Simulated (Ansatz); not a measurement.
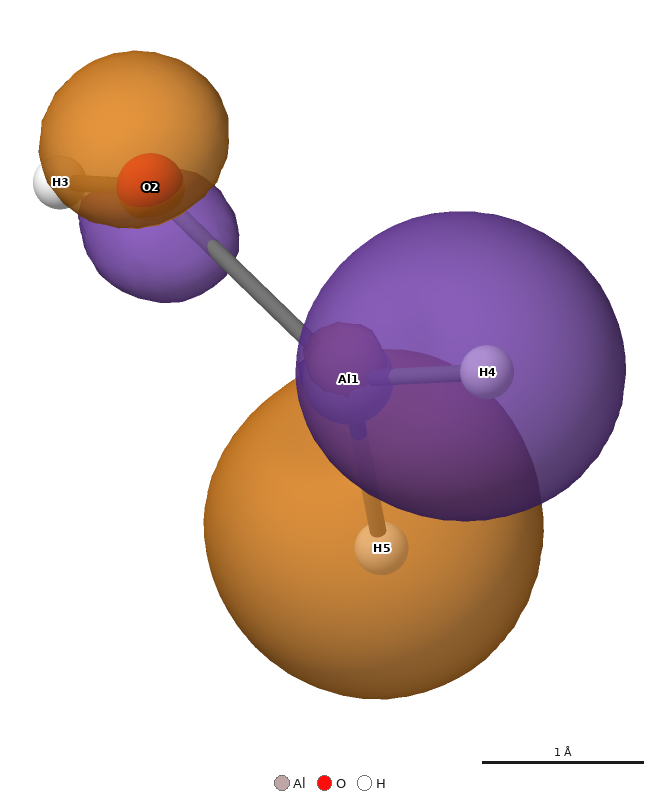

Figure 1: AlH3O (SMILES [OH][AlH2]). One frontier orbital at ±0.15 Å⁻³ᐟ² (orange and purple are the two phases), seen at an oblique angle.

Geometry: B3LYP/6-31G*.

These are results of Ansatz 0.2.0, isolated molecule in a Gaussian basis; Kohn-Sham density functional theory, functional PBE0, not measurements.

```yaml
atoms:
  - { symbol: Al, position_ang: [0.8875, 0.0410, -0.2743] }
  - { symbol: O, position_ang: [0.1504, -1.3263, -1.0026] }
  - { symbol: H, position_ang: [-0.6835, -1.2291, -1.4799] }
  - { symbol: H, position_ang: [2.2486, -0.2334, 0.4802] }
  - { symbol: H, position_ang: [0.1939, 1.4674, -0.3875] }
```

### Which orbital is it: HOMO or LUMO?

The HOMO, at −8.45 eV. Its weight (Hirshfeld) is mainly on H5 (about 35 %), Al1 (about 30 %), H4 (about 25 %) and O2 (about 10 %); it is symmetric in the molecular plane (an in-plane orbital: σ, lone-pair or in-plane π type).
